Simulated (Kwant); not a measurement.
Model system: Ge/Si0.2Ge0.8 stack with 3 barriers. One parabolic valley. Leads of mass 0.12 mₑ with the band edge at 0; grid 0.1 nm; bias swept from 0.0048 to 0.18 V, dropping linearly over the stack. Emitter Fermi level 0.017 eV, 77 K, equal in the collector.

```tsv
layer	thickness (nm)	band offset (eV)	mass (mₑ)
1	3.7	0.12	0.14
2	2.7	0	0.12
3	3.7	0.12	0.14
4	2.7	0	0.12
5	3.7	0.12	0.14
```

Constants are typed, rounded textbook-type inputs, not results; the design itself was drawn at random and stands for no fabricated device.

Kwant, one-band effective-mass tight-binding model in one dimension, coherent, no space charge, current by the Tsu-Esaki formula.

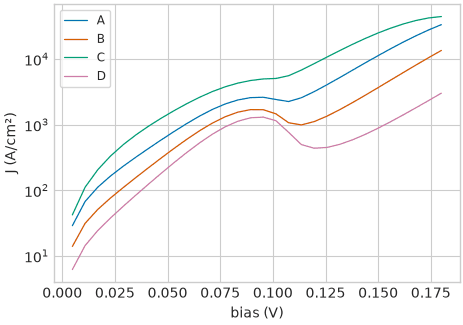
Fig. 1. J (A/cm²) of 4 runs

```csv
bias (V),A,B,C,D
0.004800,28.9,13.9,42.2,6.20
0.01084,67.5,31.4,111,14.4
0.02292,165,76.4,333,37.9
0.03501,321,157,701,84.8
0.04105,437,222,953,125
0.05313,789,436,1640,265
0.06521,1360,810,2620,529
0.07125,1710,1060,3200,716
0.08334,2380,1550,4300,1130
0.09542,2620,1690,4990,1310
0.1075,2260,1070,5590,764
0.1135,2580,994,6810,498
0.1256,4060,1350,10700,450
0.1377,6750,2160,16700,587
0.1437,8720,2800,20600,710
0.1558,14300,4770,29600,1110
0.1679,22700,8120,38800,1810
0.1800,33600,13600,44600,3030
```

Task: Column A is the base. The others each differ by one change: width of the first well 2.7 → 1.6 nm; width of the first well 2.7 → 2.2 nm; width of the first well 2.7 → 3.2 nm. Which is which?

Result: B: width of the first well 2.7 → 2.2 nm; C: width of the first well 2.7 → 3.2 nm; D: width of the first well 2.7 → 1.6 nm.
